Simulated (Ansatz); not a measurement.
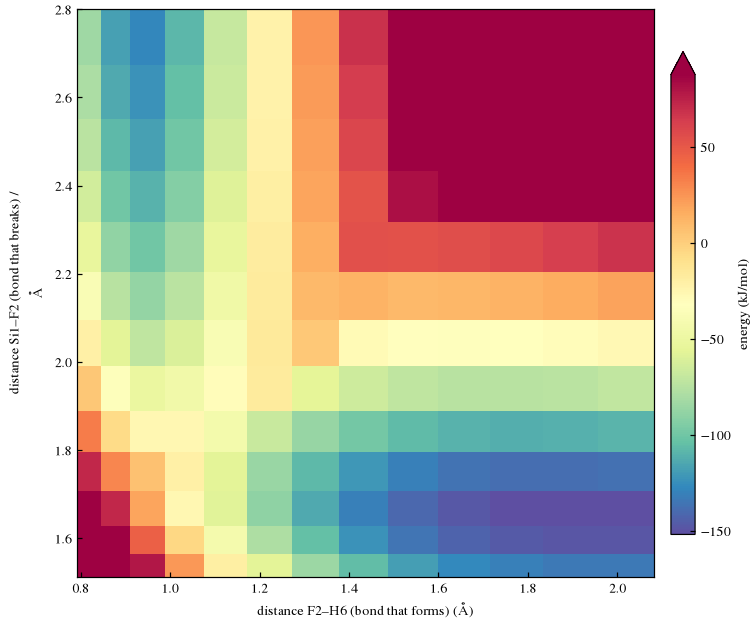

Energy landscape of the reacting system ClFH4Si (fragments FH₃Si + ClH where the first distance is long, ClH₃Si + FH where the second is long). First axis: distance F2–H6 (bond that forms). Second axis: distance Si1–F2 (bond that breaks). Relaxed at each point: all other coordinates. The grid has 13 × 13 points. Points are written as (first, second). Energies: kJ/mol, counted from a guessed transition structure relaxed with its forming and breaking bonds held. Energies and slopes of some neighbouring points disagree (a jump in structure or state, or too coarse a mesh). The reference is spin-restricted, so regions where a bond is pulled apart into radicals lie too high. Computed with RKS PBE0-D4/def2-SVP (Ansatz 0.2.0).

The picture shows one coloured cell a grid point, one colour for all values above the top of the scale. 

Question: Where are the lowest and the highest points?

Answer: The lowest grid point is at (1.895 Å, 1.667 Å), −152 kJ/mol from a guessed transition structure relaxed with its forming and breaking bonds held. The energy also falls towards the edge at (0.947 Å, 2.739 Å) (24 kJ/mol above the lowest), where a further well may lie outside the range. The highest grid point, (2.019 Å, 2.739 Å), lies 387 kJ/mol above the lowest.

The input of one point:

```yaml
crystal:
  periodic: [false, false, false]
  atoms:
    - { symbol: Si, position_ang: [-0.766698, -0.620059, 0.304254] }
    - { symbol: F, position_ang: [0.897396, -0.522313, 0.315564] }
    - { symbol: H, position_ang: [-1.090335, -1.873444, -0.424913] }
    - { symbol: H, position_ang: [-1.175816, -0.687185, 1.730967] }
    - { symbol: H, position_ang: [-1.308815, 0.582271, -0.378843] }
    - { symbol: H, position_ang: [1.659059, 1.017569, -0.484223] }
    - { symbol: Cl, position_ang: [1.785211, 2.103159, -1.062804] }
basis:
  gaussian: { orbitals: def2-SVP }
hamiltonian:
  xc: pbe0
  dispersion: d4
output:
  forces: true
relax:
  f_tol: 0.02
  max_steps: 50
  escape_saddle: false
  constraints: [{ distance: [1, 5] }, { distance: [0, 1] }]
scf:
  lower_state_search: "off"
```

Each point was launched as `ansatz run input.yaml --threads 1 --pin off --max-ram 2560MiB --backend cpu --events-out ev --progress --plain --runs-dir out`. Time for the 169 points that were run: 12 min on 1 thread of Intel(R) Xeon(R) 6975P-C (Granite Rapids), with other jobs on the host.
